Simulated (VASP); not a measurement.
Band structure of Cu₂O (cuprite). These are r2SCAN meta-GGA, VASP's PBE PAW potentials (set 64) (plane waves; VASP 6.6.1) values and carry that method's errors.

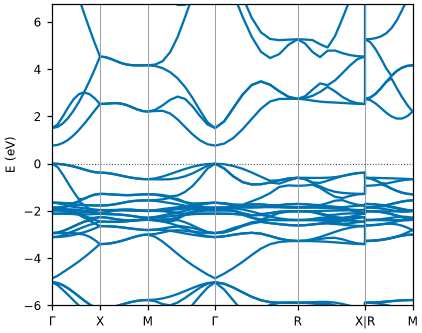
Fig. 1. Bands along high-symmetry lines, zero at the valence-band maximum or, without a gap, the Fermi level

Q: Read the plot: is there a gap, and where are the band edges?

A: The gap is direct, 0.77 eV, from the valence maximum at Γ to the conduction minimum at Γ.

Measured: gap 2.20 eV (computed value off by -1.43 eV), as given by Wei Chen et al., Physical Review Materials (2018), doi:10.1103/physrevmaterials.2.073803 [zero-point renormalisation of 0.03 eV added back (the table's ZPR column)].

The compound is Cu2O in the cuprite structure. It was relaxed first.
